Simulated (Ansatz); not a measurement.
**H₄O₂Se₂Ti: from a rough start to a stationary point**

What shape does H₄O₂Se₂Ti take? The plan is to relax it, check the end point by its vibrations and derive ideal-gas thermochemistry, and look at its orbitals and charge.

Method: RKS PBE0-D4/def2-TZVP; program: Ansatz 0.2.0, Gaussian basis.

Plan: relaxation at PBE-D4/def2-SVP; relaxation at PBE0-D4/def2-TZVP; harmonic vibrations at the same level; a single point in def2-TZVPP for the fields.

## Step 1: The system as given

SMILES `[OH][Ti]([OH])([SeH])[SeH]`, 9 atoms, charge 0, spin multiplicity 1.

Atoms are counted from 1 here; the program's logs count them from 0.

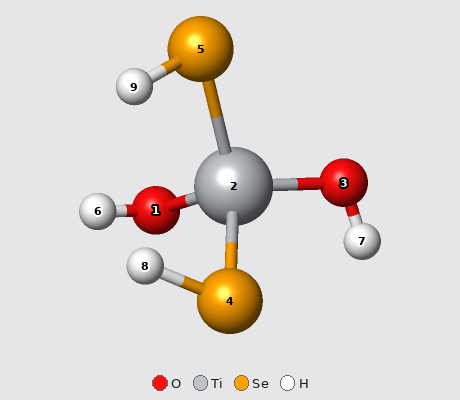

Start geometry, drawn with oxygen red, titanium light grey, selenium orange, hydrogen white; atoms are numbered from 1 in the order of the file.

The start is a force-field geometry with small random shifts, so a cheaper pass at PBE-D4/def2-SVP comes first.

## Step 2: Relaxation at PBE-D4/def2-SVP (cheap first pass)

Input file in.yaml:

```yaml
crystal:
  periodic: [false, false, false]
  atoms:
    - {symbol: O, position_ang: [0.688600, 1.330800, -1.293100]}
    - {symbol: Ti, position_ang: [0.467900, 0.070400, 0.156000]}
    - {symbol: O, position_ang: [2.218800, -0.329100, 0.871700]}
    - {symbol: Se, position_ang: [-0.513600, -2.047900, -0.733900]}
    - {symbol: Se, position_ang: [-0.995200, 1.037100, 1.970600]}
    - {symbol: H, position_ang: [-0.285400, 1.510300, -1.638200]}
    - {symbol: H, position_ang: [2.673100, -0.963300, 0.240200]}
    - {symbol: H, position_ang: [-1.913000, -1.339800, -0.825400]}
    - {symbol: H, position_ang: [-2.252800, 0.685200, 1.235000]}
basis:
  gaussian: {orbitals: def2-SVP}
hamiltonian: {xc: pbe, dispersion: d4}
relax: {f_tol: 0.03, max_steps: 200}
```

The run is started by

```
> ansatz run in.yaml --threads 4 --pin off --events-out ev --progress --plain --max-ram 11315MiB
```

Output, cut to the lines that bear on the results:

```text
Functional definition: PBE
  name "PBE"
  cite "Perdew, Burke & Ernzerhof, Phys. Rev. Lett. 77, 3865 (1996) doi:10.1103/PhysRevLett.77.3865"
  parent pbe
[...]
1590 factors; their error is unknown
[...]
mean field -157926.38816795 eV, -5803.6877188214 hartree, gradient 1.4e-5 eV, S^2 0.000000; 0 other end points of the search recorded, 0 dependent functions left out
[...]
reference -157926.38825814 eV, -5803.6877221361 hartree; 55, 55 occupied and 88, 88 virtual orbitals, 1590 factors
relax step   1: F+E_penalty+E_count = -157926.65021519 eV  Δ(F+E_penalty+E_count) = +0.000e0 eV  max|allowed force component| = 2.852e0 eV/Å  Δτ_max = 0.0000 Å  (59 SCF iters, accepted)
[...]
relax step   4: F+E_penalty+E_count = -157927.46035601 eV  Δ(F+E_penalty+E_count) = -1.272e-1 eV  max|allowed force component| = 6.885e-1 eV/Å  Δτ_max = 0.1994 Å  (39 SCF iters, accepted)
[...]
relax step   7: F+E_penalty+E_count = -157927.63071799 eV  Δ(F+E_penalty+E_count) = -1.817e-2 eV  max|allowed force component| = 2.244e-1 eV/Å  Δτ_max = 0.1998 Å  (39 SCF iters, accepted)
[...]
relax step  10: F+E_penalty+E_count = -157927.63706342 eV  Δ(F+E_penalty+E_count) = -1.608e-3 eV  max|allowed force component| = 4.149e-1 eV/Å  Δτ_max = 0.0486 Å  (34 SCF iters, accepted)
[...]
relax step  11: F+E_penalty+E_count = -157927.63914832 eV  Δ(F+E_penalty+E_count) = -2.085e-3 eV  max|allowed force component| = 3.004e-1 eV/Å  Δτ_max = 0.0636 Å  (32 SCF iters, accepted)
[...]
relax step  12: F+E_penalty+E_count = -157927.64194652 eV  Δ(F+E_penalty+E_count) = -2.798e-3 eV  max|allowed force component| = 2.516e-2 eV/Å  Δτ_max = 0.0269 Å  (34 SCF iters, accepted)
1590 factors; their error is unknown
mean field -157927.36448485 eV, -5803.7235978059 hartree, gradient 1.9e-5 eV, S^2 0.000000; 1 other end points of the search recorded, 0 dependent functions left out
[...]
reference -157927.36456919 eV, -5803.7236009051 hartree; 55, 55 occupied and 88, 88 virtual orbitals, 1590 factors
Total energy: -157927.64203085 eV, -5803.7337974332 hartree
Atom 0 at     0.260748     0.895080    -1.306750 Å, force    -0.003431     0.013651     0.004434 eV/Å
Atom 1 at     0.321530    -0.150233     0.129556 Å, force     0.010465    -0.025160    -0.001635 eV/Å
Atom 2 at     1.961240    -0.532352     0.687010 Å, force    -0.002156     0.007198    -0.001559 eV/Å
Atom 3 at    -0.908851    -2.213998    -0.366766 Å, force    -0.000637     0.007309     0.008181 eV/Å
Atom 4 at    -0.712182     1.027303     2.009870 Å, force    -0.005899    -0.004318    -0.002028 eV/Å
Atom 5 at    -0.031637     1.810777    -1.457179 Å, force     0.000299     0.002608    -0.010336 eV/Å
Atom 6 at     2.855228    -0.300535     0.378543 Å, force    -0.003593    -0.002553     0.002075 eV/Å
Atom 7 at    -1.615965    -1.472934    -1.445604 Å, force     0.000536     0.001297     0.000203 eV/Å
Atom 8 at    -2.041712     0.890594     1.354219 Å, force     0.004415    -0.000032     0.000667 eV/Å
Dipole moment:     0.282553     0.492994    -0.413819 e Å
```

Run time: 34 s. Hardware: 4 threads of Arm Neoverse V2, shared host.

Relaxation path:

| step | energy from step 1 (eV) | largest force component (eV/Å) |
| --- | --- | --- |
| 1 | 0.0000 | 2.8522 |
| 2 | -0.5391 | 2.0264 |
| 3 | -0.6830 | 1.9117 |
| 4 | -0.8101 | 0.6885 |
| 5 | -0.9188 | 0.5136 |
| 6 | -0.9623 | 0.2604 |
| 7 | -0.9805 | 0.2244 |
| 8 | -0.9824 | 0.1186 |
| 9 | -0.9852 | 0.2471 |
| 10 | -0.9868 | 0.4149 |
| 11 | -0.9889 | 0.3004 |
| 12 | -0.9917 | 0.0252 |

Close pairs (by a distance rule), those that changed most:

| bond | before (Å) | after (Å) | change (Å) |
| --- | --- | --- | --- |
| Ti2–O3 | 1.933 | 1.774 | -0.160 |
| O1–Ti2 | 1.933 | 1.777 | -0.156 |
| Ti2–H6 | 2.421 | 2.547 | +0.126 |
| Ti2–H7 | 2.437 | 2.550 | +0.113 |
| Se4–H8 | 1.571 | 1.488 | -0.083 |
| Ti2–Se5 | 2.523 | 2.448 | -0.076 |
| O1–H6 | 1.049 | 0.973 | -0.076 |
| Ti2–Se4 | 2.498 | 2.453 | -0.045 |

## Step 3: Relaxation at PBE0-D4/def2-TZVP

Input file in.yaml:

```yaml
crystal:
  periodic: [false, false, false]
  atoms:
    - {symbol: O, position_ang: [0.260748, 0.895080, -1.306750]}
    - {symbol: Ti, position_ang: [0.321530, -0.150233, 0.129556]}
    - {symbol: O, position_ang: [1.961240, -0.532352, 0.687010]}
    - {symbol: Se, position_ang: [-0.908851, -2.213998, -0.366766]}
    - {symbol: Se, position_ang: [-0.712182, 1.027303, 2.009870]}
    - {symbol: H, position_ang: [-0.031637, 1.810777, -1.457179]}
    - {symbol: H, position_ang: [2.855228, -0.300535, 0.378543]}
    - {symbol: H, position_ang: [-1.615965, -1.472934, -1.445604]}
    - {symbol: H, position_ang: [-2.041712, 0.890594, 1.354219]}
basis:
  gaussian: {orbitals: def2-TZVP}
hamiltonian: {xc: pbe0, dispersion: d4}
relax: {f_tol: 0.005, max_steps: 150}
```

The command is unchanged.

Output, cut to the lines that bear on the results:

```text
Functional definition: PBE0
  name "PBE0"
  cite "Adamo & Barone, J. Chem. Phys. 110, 6158 (1999) doi:10.1063/1.478522"
  cite "Perdew, Burke & Ernzerhof, Phys. Rev. Lett. 77, 3865 (1996) doi:10.1103/PhysRevLett.77.3865"
  parent pbe
[...]
1768 factors; their error is unknown
[...]
mean field -157955.51675440 eV, -5804.7581746294 hartree, gradient 5.9e-5 eV, S^2 0.000000; 0 other end points of the search recorded, 0 dependent functions left out
[...]
reference -157955.51678885 eV, -5804.7581758955 hartree; 55, 55 occupied and 172, 172 virtual orbitals, 1768 factors
relax step   1: F+E_penalty+E_count = -157955.75863722 eV  Δ(F+E_penalty+E_count) = +0.000e0 eV  max|allowed force component| = 6.882e-1 eV/Å  Δτ_max = 0.0000 Å  (34 SCF iters, accepted)
[...]
Total energy: -157955.78496548 eV, -5804.7680312051 hartree
Atom 0 at     0.185852     0.919285    -1.296419 Å, force     0.000963    -0.003042     0.004128 eV/Å
Atom 1 at     0.300879    -0.137622     0.117553 Å, force     0.002347    -0.000108     0.002018 eV/Å
Atom 2 at     1.939018    -0.510998     0.660742 Å, force     0.000266    -0.000344    -0.001962 eV/Å
Atom 3 at    -0.888056    -2.207289    -0.378479 Å, force     0.001696    -0.001347     0.002275 eV/Å
Atom 4 at    -0.688202     0.965694     2.046972 Å, force     0.002157    -0.001455    -0.002536 eV/Å
Atom 5 at    -0.025286     1.820218    -1.540281 Å, force    -0.000684     0.004897    -0.002406 eV/Å
Atom 6 at     2.857790    -0.336907     0.454741 Å, force    -0.002471    -0.000196     0.000124 eV/Å
Atom 7 at    -1.582777    -1.529704    -1.483543 Å, force    -0.001262     0.000744    -0.001064 eV/Å
Atom 8 at    -2.010819     0.971025     1.401613 Å, force    -0.003013     0.000852    -0.000578 eV/Å
Dipole moment:     0.282698     0.472021    -0.389872 e Å
```

Run time: 2.2 min. Hardware: 4 threads of Arm Neoverse V2, shared host; peak memory 0.93 GiB.

The steps of the relaxation:

| step | energy from step 1 (eV) | largest force component (eV/Å) |
| --- | --- | --- |
| 1 | 0.0000 | 0.6882 |
| 2 | -0.0190 | 0.2012 |
| 3 | -0.0209 | 0.0456 |
| 4 | -0.0214 | 0.1198 |
| 5 | -0.0221 | 0.0686 |
| 6 | -0.0225 | 0.2591 |
| 7 | -0.0256 | 0.0208 |
| 8 | -0.0256 | 0.0299 |
| 9 | -0.0260 | 0.0235 |
| 10 | -0.0262 | 0.0336 |
| 11 | -0.0262 | 0.0228 |
| 12 | -0.0262 | 0.0131 |
| 13 | -0.0263 | 0.0050 |
| 14 | -0.0263 | 0.0049 |

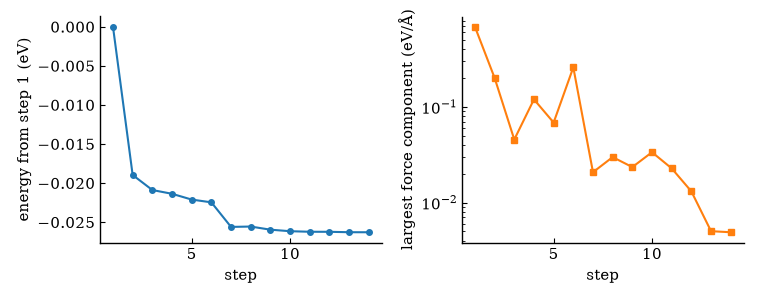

Energy and force, step by step.

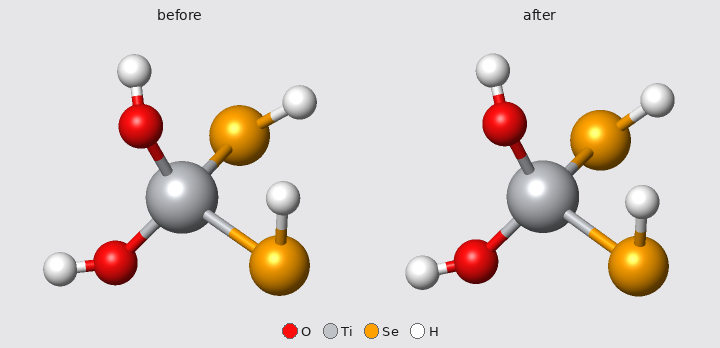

Before and after, at one scale.

Close pairs (by a distance rule), those that changed most:

| bond | before (Å) | after (Å) | change (Å) |
| --- | --- | --- | --- |
| Se5–H9 | 1.489 | 1.472 | -0.017 |
| Se4–H8 | 1.488 | 1.471 | -0.017 |
| O3–H7 | 0.974 | 0.958 | -0.016 |
| O1–H6 | 0.973 | 0.957 | -0.016 |
| Ti2–Se4 | 2.453 | 2.438 | -0.016 |
| Ti2–Se5 | 2.448 | 2.433 | -0.015 |
| O1–Ti2 | 1.777 | 1.769 | -0.008 |
| Ti2–O3 | 1.774 | 1.766 | -0.008 |

Mulliken charges at the end point, from the run's report:

| atom | value (e) |
| --- | --- |
| O1 | -0.68 |
| Ti2 | 1.17 |
| O3 | -0.68 |
| Se4 | -0.40 |
| Se5 | -0.39 |
| H6 | 0.35 |
| H7 | 0.34 |
| H8 | 0.15 |
| H9 | 0.15 |

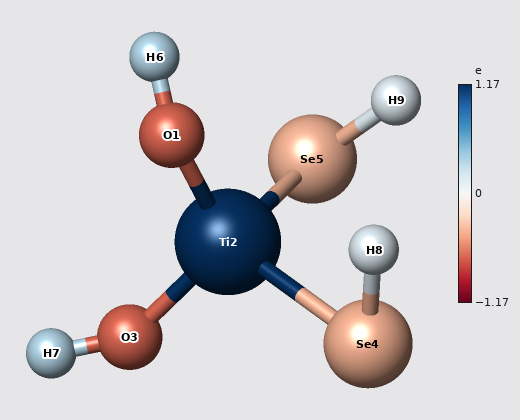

Mulliken charges at the end point, from the run's report, as colours on the atoms.

## Step 4: Harmonic vibrations

Input file in.yaml:

```yaml
crystal:
  periodic: [false, false, false]
  atoms:
    - {symbol: O, position_ang: [0.185852, 0.919285, -1.296419]}
    - {symbol: Ti, position_ang: [0.300879, -0.137622, 0.117553]}
    - {symbol: O, position_ang: [1.939018, -0.510998, 0.660742]}
    - {symbol: Se, position_ang: [-0.888056, -2.207289, -0.378479]}
    - {symbol: Se, position_ang: [-0.688202, 0.965694, 2.046972]}
    - {symbol: H, position_ang: [-0.025286, 1.820218, -1.540281]}
    - {symbol: H, position_ang: [2.857790, -0.336907, 0.454741]}
    - {symbol: H, position_ang: [-1.582777, -1.529704, -1.483543]}
    - {symbol: H, position_ang: [-2.010819, 0.971025, 1.401613]}
basis:
  gaussian: {orbitals: def2-TZVP}
hamiltonian: {xc: pbe0, dispersion: d4}
phonons: {temperatures: {t_min: 298.15, t_max: 900, t_step: 200}}
```

The command is unchanged.

Output, cut to the lines that bear on the results:

```text
Functional definition: PBE0
  name "PBE0"
  cite "Adamo & Barone, J. Chem. Phys. 110, 6158 (1999) doi:10.1063/1.478522"
  cite "Perdew, Burke & Ernzerhof, Phys. Rev. Lett. 77, 3865 (1996) doi:10.1103/PhysRevLett.77.3865"
  parent pbe
[...]
1768 factors; their error is unknown
[...]
mean field -157955.54201352 eV, -5804.7591028852 hartree, gradient 5.3e-5 eV, S^2 0.000000; 0 other end points of the search recorded, 0 dependent functions left out
[...]
reference -157955.54204797 eV, -5804.7591041510 hartree; 55, 55 occupied and 172, 172 virtual orbitals, 1768 factors
[...]
1768 factors; their error is unknown
mean field -157955.54201621 eV, -5804.7591029839 hartree, gradient 2.3e-6 eV, S^2 0.000000; 0 other end points of the search recorded, 0 dependent functions left out
[...]
Atom 1 at     0.300879    -0.137622     0.117553 Å, force     0.002247    -0.000075     0.002034 eV/Å
Atom 2 at     1.939018    -0.510998     0.660742 Å, force     0.000259    -0.000347    -0.001895 eV/Å
Atom 3 at    -0.888056    -2.207289    -0.378479 Å, force     0.001766    -0.001350     0.002248 eV/Å
Atom 4 at    -0.688202     0.965694     2.046972 Å, force     0.002307    -0.001536    -0.002763 eV/Å
Atom 5 at    -0.025286     1.820218    -1.540281 Å, force    -0.000699     0.004928    -0.002395 eV/Å
Atom 6 at     2.857790    -0.336907     0.454741 Å, force    -0.002476    -0.000193     0.000129 eV/Å
Atom 7 at    -1.582777    -1.529704    -1.483543 Å, force    -0.001266     0.000738    -0.001072 eV/Å
Atom 8 at    -2.010819     0.971025     1.401613 Å, force    -0.003152     0.000937    -0.000422 eV/Å
Dipole moment:     0.282699     0.472021    -0.389871 e Å
Vibrations: 67.92 107.49 119.32 132.60 153.72 175.17 193.13 248.61 282.16 296.22 319.44 389.20 404.71 469.04 472.60 783.26 824.06 2428.32 2436.95 3936.51 3944.74 cm⁻¹, zero-point energy 1.127336 eV
```

Run time: 6.1 min. Hardware: 4 threads of Arm Neoverse V2, shared host; peak memory 0.92 GiB.

Motions are named by where the mode's potential energy lies. The modes, unscaled (a negative number is an imaginary wavenumber):

| mode | cm⁻¹ | motion |
| --- | --- | --- |
| 1 | 68 | bend with torsion |
| 2 | 107 | bend with torsion |
| 3 | 119 | torsion with bend |
| 4 | 133 | torsion with bend |
| 5 | 154 | bend with torsion |
| 6 | 175 | torsion |
| 7 | 193 | torsion with bend |
| 8 | 249 | torsion |
| 9 | 282 | Ti–Se stretch with bend |
| 10 | 296 | torsion with Ti–Se stretch |
| 11 | 319 | bend |
| 12 | 389 | bend with Ti–Se stretch |
| 13 | 405 | bend |
| 14 | 469 | bend |
| 15 | 473 | bend |
| 16 | 783 | Ti–O stretch |
| 17 | 824 | Ti–O stretch |
| 18 | 2428 | Se–H stretch |
| 19 | 2437 | Se–H stretch |
| 20 | 3937 | O–H stretch |
| 21 | 3945 | O–H stretch |

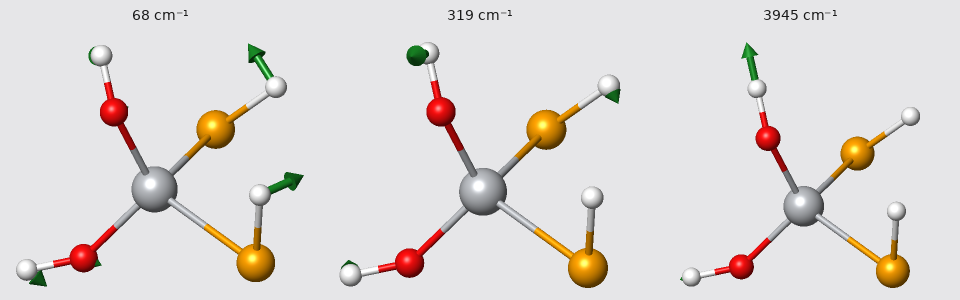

How the atoms move in 3 of the modes.

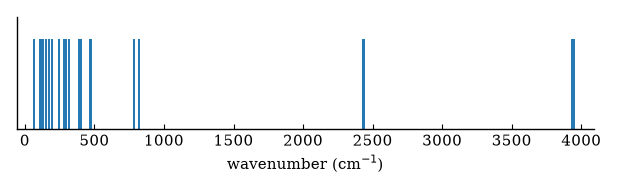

The harmonic wavenumbers as sticks (no intensities were computed).

From these modes and the moments of inertia (298.15 K, 1 bar, symmetry number 1):

| term | value |
| --- | --- |
| zero-point energy | 108.8 kJ/mol |
| H(298) − E | 139.0 kJ/mol |
| entropy, translation | 177.3 J/(mol K) |
| entropy, rotation | 127.3 J/(mol K) |
| entropy, vibration | 128.0 J/(mol K) |
| entropy, total | 432.5 J/(mol K) |

## Step 5: A single point for the fields

in.yaml: that of step 4 with these lines changed.

```diff
@@ -13,4 +13,4 @@
 basis:
-  gaussian: {orbitals: def2-TZVP}
+  gaussian: {orbitals: def2-TZVPP}
 hamiltonian: {xc: pbe0, dispersion: d4}
-phonons: {temperatures: {t_min: 298.15, t_max: 900, t_step: 200}}
+output: {orbitals: {seedname: orbitals}}
```

The command is unchanged.

Output:

```text
Functional definition: PBE0
  name "PBE0"
  cite "Adamo & Barone, J. Chem. Phys. 110, 6158 (1999) doi:10.1063/1.478522"
  cite "Perdew, Burke & Ernzerhof, Phys. Rev. Lett. 77, 3865 (1996) doi:10.1103/PhysRevLett.77.3865"
  parent pbe
  parameter a = 0.25
  parameter kappa = 0.804
  parameter beta = 0.06672455060314922
  exchange = (1 - a)*pbe_x(kappa = kappa, mu = beta*pi^2/3) + a*exact_x
  correlation = pbe_c(beta = beta)
1874 factors; their error is unknown
mean field evaluation 1: about -157944.5685 eV, gradient 7.9e1 eV
mean field evaluation 2: about -157857.7764 eV, gradient 2.5e2 eV
mean field evaluation 4: about -157949.3011 eV, gradient 5.3e1 eV
mean field evaluation 8: about -157954.7716 eV, gradient 1.9e-1 eV
mean field evaluation 16: about -157955.7300 eV, gradient 8.6e-4 eV
mean field -157955.73004867 eV, -5804.7660130493 hartree, gradient 6.0e-5 eV, S^2 0.000000; 0 other end points of the search recorded, 0 dependent functions left out
reference -157955.73008429 eV, -5804.7660143583 hartree; 55, 55 occupied and 223, 223 virtual orbitals, 1874 factors
Total energy: -157955.97300827 eV, -5804.7749416500 hartree
```

Wall time 9.5 s (4 threads of Arm Neoverse V2, shared host); peak memory 1.3 GiB.

The fields below are evaluated on a grid from the run's orbitals.

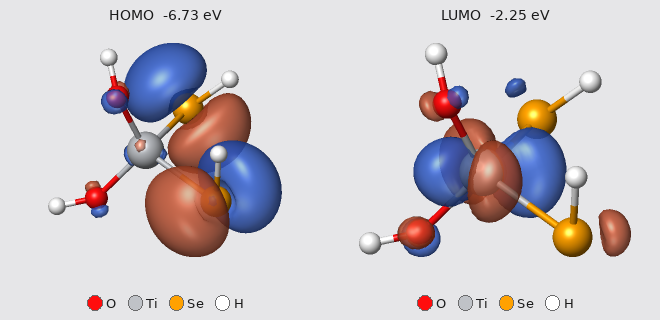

PBE0-D4/def2-TZVPP orbitals near the gap, drawn at the value that encloses 70 % of each; the two colours are the two signs.

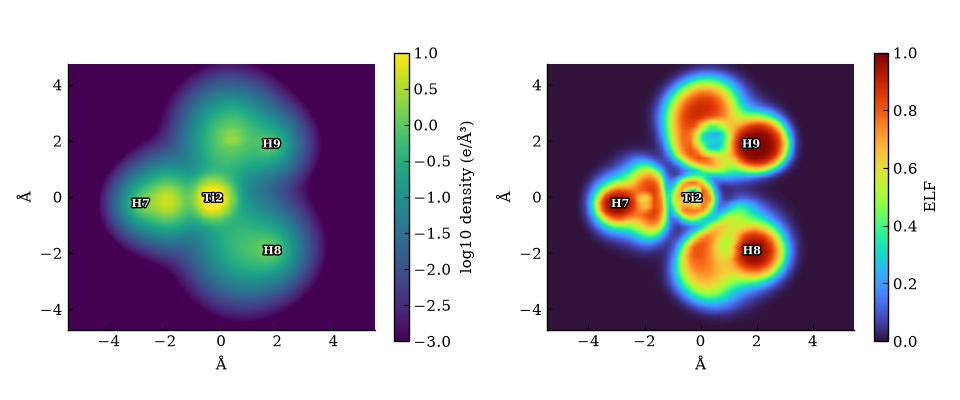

Density (left) and ELF (right) in a plane through or near 4 of the atoms.

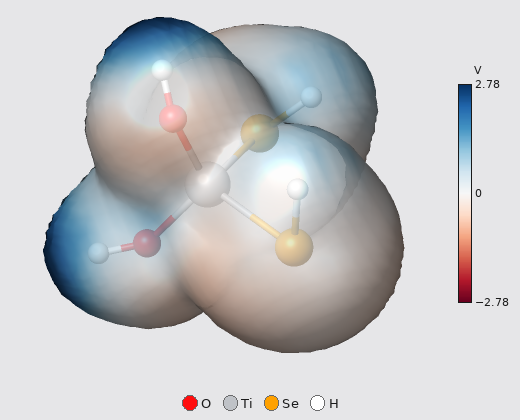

The potential that a unit positive charge feels on the 0.002 e/bohr³ surface, from -0.78 V near Se4 to 2.78 V near H7.

## Step 6: Summary of results

| quantity | value |
| --- | --- |
| point group | C1 |
| steps | 12 + 14 |
| shift from the start (rms) | 0.520 Å |
| total energy | -157955.7850 eV |
| dispersion term | -243 meV |
| dipole moment | 3.24 D |
| lowest, highest wavenumber | 68, 3945 cm⁻¹ |
| zero-point energy | 108.8 kJ/mol |
| entropy at 298.15 K | 432.5 J/(mol K) |
| HOMO, LUMO | -6.73, -2.25 eV |

In words: The relaxed geometry lies 0.52 Å (rms) from the start; the bond that changed most is Ti2–O3, from 1.933 to 1.766 Å. All wavenumbers are real, so the end point is a minimum. The stiffest mode, 3945 cm⁻¹, is an O–H stretch, and 7 modes under 200 cm⁻¹ make the vibrational entropy uncertain. Harmonic hybrid wavenumbers usually lie a few per cent above measured fundamentals. The largest Mulliken charge, +1.17 e, sits on Ti2. The HOMO lies mostly on Se4, Se5 about 41 % each; H8, H9 about 6 % each and the LUMO on Ti2 72 %; Se4 9 %.
